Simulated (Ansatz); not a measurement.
## Fields on a plane of LiNbO3 (LiNbO3 type, space group R3c)

```
LiNbO3
1.0
    2.56874     1.48306     4.62825
   -2.56874     1.48306     4.62825
    0.00000    -2.96613     4.62825
Li Nb O
2 2 6
Direct
  0.70218   0.70218   0.70218
  0.20218   0.20218   0.20218
  0.98418   0.98418   0.98418
  0.48418   0.48418   0.48418
  0.62231   0.87636   0.26469
  0.87636   0.26469   0.62231
  0.26469   0.62231   0.87636
  0.76469   0.37636   0.12231
  0.37636   0.12231   0.76469
  0.12231   0.76469   0.37636
```

The slice is a (-1 1 0 4) plane (indices of the conventional cell) through the point (0.202, 0.202, 0.202) (fractional), spanned by u = [1 0 -1] and v = [1 -1 1] in vectors of this cell: u (5.14 Å) and v (7.52 Å, at 90° to u). It covers one period; positions are fractions (u, v).

Atoms on it: Li at (0.00, 0.50); Li at (0.00, 0.00). Other atoms lie within 1 Å of the plane.

These are r2SCAN (plane waves to 500 eV, PAW, scalar-relativistic; Ansatz, a first-principles code) values and carry that method's errors. k mesh 8×8×8. Inside the PAW spheres the values are not all-electron values, and peaks at nuclei hang on which shells count as valence. LiNbO3 is run without spin polarisation. LiNbO3 was relaxed with its symmetry unable to fall.

```
|xxx36765432345763xx|
|xxx46641000014664xx|
|1346640000000046643|
|66776200xxxx0026776|
|88885000xxxx0003578|
|9998500xxxxxx0xxxx7|
|99985000xxxx00xxxx6|
|99986200xxxx00xxxx7|
|88887510000000xxxx7|
|6678874000001566666|
|134786xxx2346788653|
|xxx576xxx46788875xx|
|xxx366xxx57888863xx|
|xxx266xxx57788761xx|
|xxx36754323456763xx|
|xxx46641000014664xx|
|1346640000000046643|
|66776200xxxx0026776|
|88743000xxxx0005888|
|98xxxx0xxxxxx005899|
|96xxxx00xxxx0005899|
|96xxxx00xxxx0026899|
|87xxxx0000000157888|
|6666665100001478876|
|23568876432xxx78743|
|xxx57888764xxx675xx|
|xxx36888875xxx663xx|
|xxx16788765xxx662xx|
```
Scale: ten equal steps from 2.00 (start of '0') to 10.11 (end of '9'), in the order '0123456789'. Values: electrostatic potential energy of an electron, from the cell's mean, in eV. The map has 19 points along u (one character each, u = 0 at the left) and 28 along v (v = 0 in the bottom row). Points within 0.8 Å of a nucleus are blanked (x), as the pseudised field means little there. Values under 2 eV are set to 2. The zero, the cell's mean, hangs on the PAW cores.

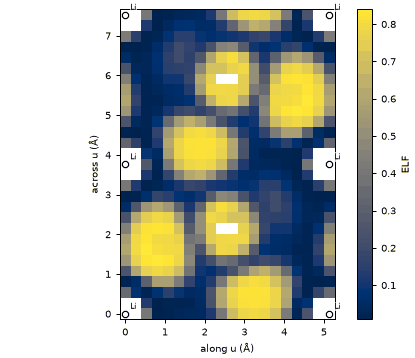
Electron localisation function (ELF), one period of the plane, atoms marked. Points within 0.4 Å of a nucleus are left white, as the pseudised field means little there.
